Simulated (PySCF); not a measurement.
**One shape, several levels: H3S+ (SMILES [SH3+])**

We compute a comparison of 6 runs (B3LYP/SBKJC, BCCD(T)/SBKJC, CCSDTQ/SBKJC, NEVPT2(2,2)/SBKJC, QCISD(T)/SBKJC, CISD/SBKJC) of H3S+. The job is set up through a Python script.

Program for the calculation: PySCF 2.14.0.

2 further runs of the same task are left out: 2 set aside as unsound or not needed.

**1. The structure to begin with**

H3S+: 4 atoms, total charge +1, spin state singlet. As SMILES, `[SH3+]`. The S1–H4 distance was set to 2.981 Å, away from the relaxed value. At this shape a bond of the SMILES string is far longer than usual.

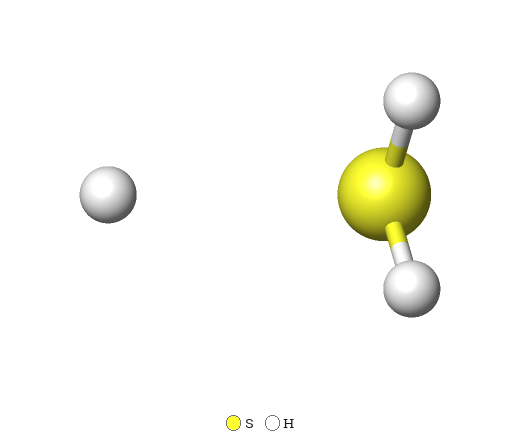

The structure, seen from a chosen angle (sulfur yellow, hydrogen white).

**2. A single-point energy at B3LYP/SBKJC (core potential) (run 1)**

File run.py:

```python
from pyscf import gto, dft

mol = gto.Mole()
mol.atom = 'S 1.450180 -1.251522 -0.484963; H 1.996580 -0.869692 0.695337; H 0.654410 -2.188542 0.086017; H -0.655500 0.857920 -0.413440'
mol.ecp = {'S': 'sbkjc'}
mol.verbose = 3
mol.charge = 1
mol.max_memory = 1860
mol.basis = 'sbkjc'
mol.build()

mf = dft.RKS(mol, xc='b3lyp')
mf.grids.level = 5
mf.conv_tol = 1e-10
mf.kernel()
if not mf.converged:
    mf = mf.newton().run(mf.mo_coeff, mf.mo_occ)

e_tot = mf.e_tot
print('E = %.10f Eh' % e_tot)
```

Launch:

```console
$ OMP_NUM_THREADS=1 python run.py
```

The log of the run:

```text
converged SCF energy = -11.423176990943
E = -11.4231769909 Eh
```

It took 2.5 s on 1 thread of Arm Neoverse V1, shared host; peak memory 0.16 GiB.

**3. A single-point energy at BCCD(T)/SBKJC (core potential) (run 2)**

File run.py:

```python
from pyscf import gto, cc
from pyscf.cc.bccd import bccd_kernel_

system = gto.Mole()
system.atom = [
    ('S', (1.450180, -1.251522, -0.484963)),
    ('H', (1.996580, -0.869692, 0.695337)),
    ('H', (0.654410, -2.188542, 0.086017)),
    ('H', (-0.655500, 0.857920, -0.413440)),
]
system.basis = 'sbkjc'
system.max_memory = 1860
system.verbose = 3
system.spin = 0
system.charge = 1
system.ecp = {'S': 'sbkjc'}
system.build()

calc0 = system.RHF()
calc0.conv_tol = 1e-10
calc0.kernel()
if not calc0.converged:
    calc0 = calc0.newton().run(calc0.mo_coeff, calc0.mo_occ)

mycc = cc.CCSD(calc0).run()
mycc = bccd_kernel_(mycc, diis=True)
e_t = mycc.ccsd_t()
e_tot = mycc.e_tot + e_t
print('Final energy', e_tot)
```

Launch:

```console
$ OMP_NUM_THREADS=1 python run.py
```

The log of the run:

```text
converged SCF energy = -11.1235066298276
E(CCSD) = -11.25940401790787  E_corr = -0.1358973880802533
BCCD loop starts.

[... 26 lines left out ...]
CCSD converged
[... 27 lines left out ...]
CCSD converged
[... 23 lines left out ...]
CCSD converged
[... 21 lines left out ...]
CCSD converged
[... 18 lines left out ...]
CCSD converged
[... 3 lines left out ...]
Final energy -11.262190411511208
```

Run time: 1.6 s. Hardware: 1 thread of Arm Neoverse V1, shared host; peak memory 0.12 GiB.

Runs 3 to 5 aren't shown in full; the table further down has their settings and results.

**4. A single-point energy at CISD/SBKJC (core potential) (run 6)**

File calc.py:

```python
from pyscf import gto, ci

mol = gto.M(
    atom='S 1.450180 -1.251522 -0.484963; H 1.996580 -0.869692 0.695337; H 0.654410 -2.188542 0.086017; H -0.655500 0.857920 -0.413440',
    basis='sbkjc',
    charge=1,
    spin=0,
    max_memory=1860,
    ecp={'S': 'sbkjc'},
    verbose=3,
)

mf = mol.RHF()
mf.conv_tol = 1e-10
mf.kernel()
if not mf.converged:
    mf = mf.newton().run(mf.mo_coeff, mf.mo_occ)

cisd = ci.CISD(mf)
cisd.kernel()
e_tot = cisd.e_tot
print('Final energy', e_tot)
```

Launch:

```console
$ OMP_NUM_THREADS=1 python calc.py
```

The log of the run:

```text
converged SCF energy = -11.1235066298276
E(RCISD) = -11.2423346832631  E_corr = -0.118828053435486
Final energy -11.242334683263103
```

It took 1 s on 1 thread of Arm Neoverse V1, shared host; peak memory 0.12 GiB.

**5. The series**

| run | level | integration grid | frozen core orbitals | energy (Eh) | HOMO energy (eV) | LUMO energy (eV) | HOMO–LUMO gap (eV) | wall time |
| --- | --- | --- | --- | --- | --- | --- | --- | --- |
| 1 | B3LYP/SBKJC (core potential) | 5 | – | -11.423177 | -15.16 | -12.81 | 2.35 | 2.5 s |
| 2 | BCCD(T)/SBKJC (core potential) | – | 0 | -11.262190 | – | – | – | 1.6 s |
| 3 | CCSDTQ/SBKJC (core potential) | – | 0 | -11.261945 | -16.94 | -9.96 | 6.98 | 1.8 min |
| 4 | NEVPT2(2,2)/SBKJC (core potential) | – | – | -11.246557 | -16.94 | -9.96 | 6.98 | 1.1 s |
| 5 | QCISD(T)/SBKJC (core potential) | – | 0 | -11.261569 | -16.94 | -9.96 | 6.98 | 1.1 s |
| 6 | CISD/SBKJC (core potential) | – | 0 | -11.242335 | -16.94 | -9.96 | 6.98 | 1 s |

**6. What came out**

| quantity | value |
| --- | --- |
| run 6: total energy | -11.24233 Eh |
| run 6: HOMO energy (Hartree–Fock orbitals) | -16.94 eV |
| run 6: LUMO energy (Hartree–Fock orbitals) | -9.96 eV |
| run 6: HOMO–LUMO gap (Hartree–Fock orbitals) | 6.98 eV |
| run 6: correlation energy | -118.8 mEh |

**Reading.** In run 5 the T1 diagnostic is large, so a single reference may not serve. All runs together took 2 min, the longest 1.8 min.
